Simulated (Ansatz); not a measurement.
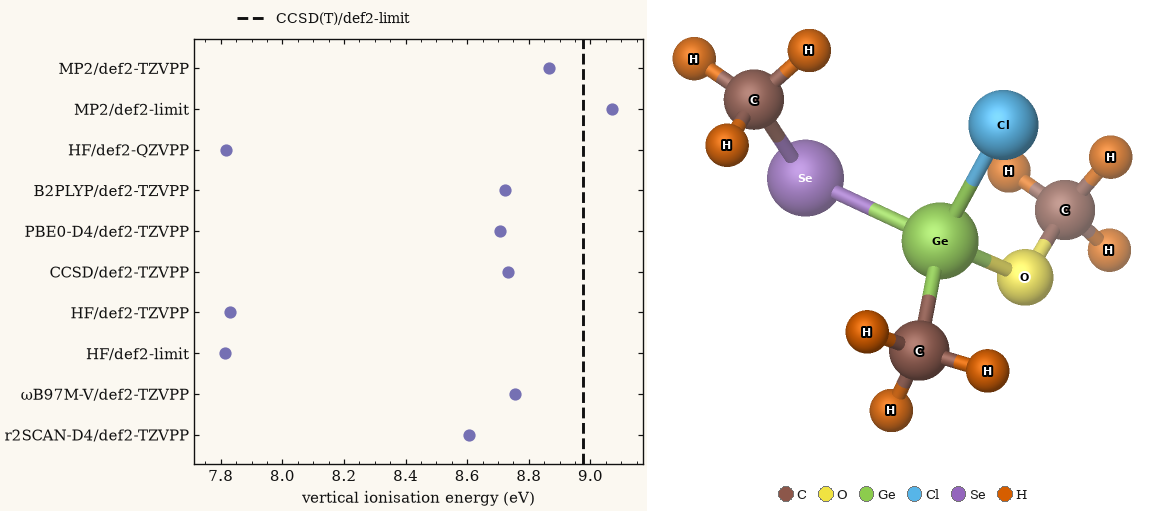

Vertical ionisation energy of C₃H₉ClGeOSe, SMILES C[O][Ge@@]([CH3])([Cl])[Se]C, singlet, taken as the energy of the cation less that of the neutral at fixed geometry (unrestricted doublet cation, cores frozen in correlated methods, no spin-orbit coupling), the Ansatz code 0.2.0, at a PBE0-D4/def2-TZVP geometry (a minimum by its frequencies). Limit means an estimate of the basis limit from triple and quadruple zeta; for coupled cluster it is either extrapolated directly or built as the MP2 limit plus the step from MP2 in triple zeta. B2PLYP/def2-TZVPP holds a correlation term that converges slowly with the basis, so part of the distance to the limit is basis error. The distance of MP2/def2-TZVPP and CCSD/def2-TZVPP to the limit includes basis error.

### Which level comes closest to the line (CCSD(T)/def2-limit), and which misses most?

Closest MP2/def2-limit (9.07 eV), against 8.98 eV; farthest HF/def2-limit (7.81 eV).

### Give the values.

```
               level    eV  less CCSD(T)/def2-limit
      MP2/def2-TZVPP  8.87                    −0.11
      MP2/def2-limit  9.07                     0.09
       HF/def2-QZVPP  7.82                    −1.16
   B2PLYP/def2-TZVPP  8.72                    −0.25
  PBE0-D4/def2-TZVPP  8.71                    −0.27
     CCSD/def2-TZVPP  8.73                    −0.24
       HF/def2-TZVPP  7.83                    −1.15
       HF/def2-limit  7.81                    −1.16
  ωB97M-V/def2-TZVPP  8.76                    −0.22
r2SCAN-D4/def2-TZVPP  8.61                    −0.37
  CCSD(T)/def2-limit  8.98                     0.00
```

Limits of at least one run: no scalar relativity up to krypton; one conformer of a flexible molecule; outer-core shells are correlated without core-valence functions, which makes the correlated values less sure.
